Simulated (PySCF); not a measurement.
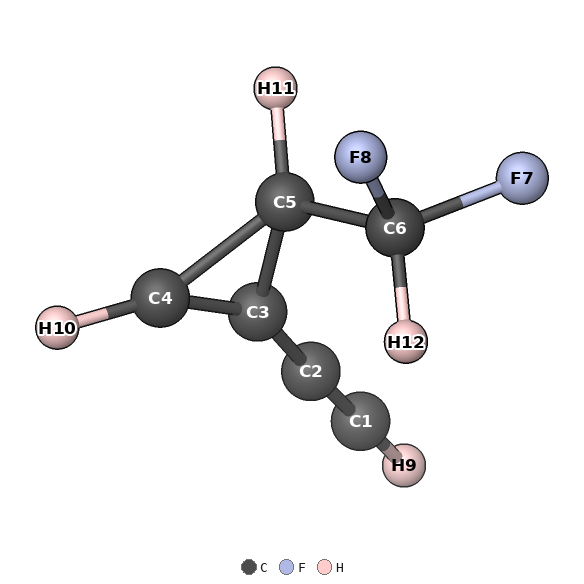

The computed structure is the end point of a PBE0-D3(BJ)/def2-SVP optimisation. No frequency run is at hand to confirm it as a minimum. Method: TDDFT B3LYP/def2-SVPD, vertical, gas phase, core orbitals frozen in the response (PySCF 2.14.0), and the same with a continuum solvent (IEF-PCM, Bondi radii x 1.2, gas-phase geometry).

How do dipole (D), HOMO–LUMO gap (eV), lowest singlet (eV) change in dimethylsulfoxide (ε = 46.8), water (ε = 78.4)?

```json
{"medium": "gas phase", "dipole (D)": "2.81", "HOMO–LUMO gap (eV)": "5.40", "lowest singlet (eV)": "4.66"}
{"medium": "dimethylsulfoxide", "dipole (D)": "3.34", "HOMO–LUMO gap (eV)": "5.45", "lowest singlet (eV)": "4.76"}
{"medium": "water", "dipole (D)": "3.35", "HOMO–LUMO gap (eV)": "5.45", "lowest singlet (eV)": "4.77"}
```
